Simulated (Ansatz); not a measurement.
```xyz
17

C    -1.5580    0.0109   -0.5826
C    -0.4628    0.1433    0.4614
C     0.5395    1.2549    0.1624
C     1.6378    1.3285    1.2100
Al   -0.9970    3.5247    1.0465
F    -1.2655    3.1004    2.6357
O    -0.1096    2.4956    0.0456
H    -1.1381   -0.2224   -1.5740
H    -2.2687   -0.7873   -0.3220
H    -2.1271    0.9475   -0.6844
H    -0.9024    0.3371    1.4573
H     0.0898   -0.8073    0.5498
H     1.0016    1.0440   -0.8212
H     1.2035    1.5237    2.2046
H     2.3413    2.1400    0.9708
H     2.2053    0.3872    1.2635
H    -1.5651    4.8725    0.4894
```

Geometry: PBE0-D3(BJ)/def2-SVP.

Method: isolated molecule in a Gaussian basis; Kohn-Sham density functional theory, functional PBE0 (Ansatz 0.2.0).

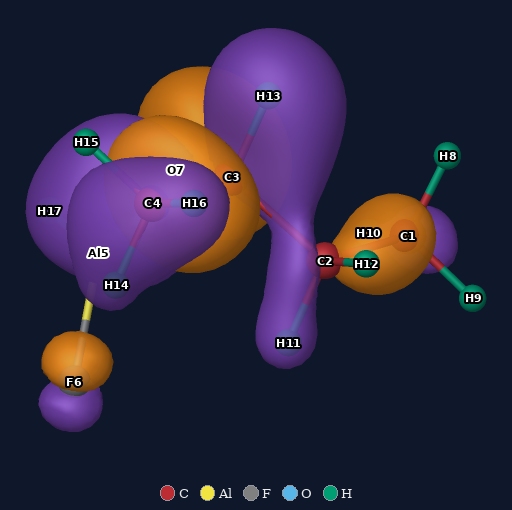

C4H10AlFO. The HOMO−1 at ±0.08 Å⁻³ᐟ² (orange and purple are the two phases), seen from one side.

Where does this orbital lie, and at what energy?

Answer. It lies mainly on O7 (about 45 %), C3 (about 15 %) and C4 (about 15 %). Its energy is −8.37 eV.
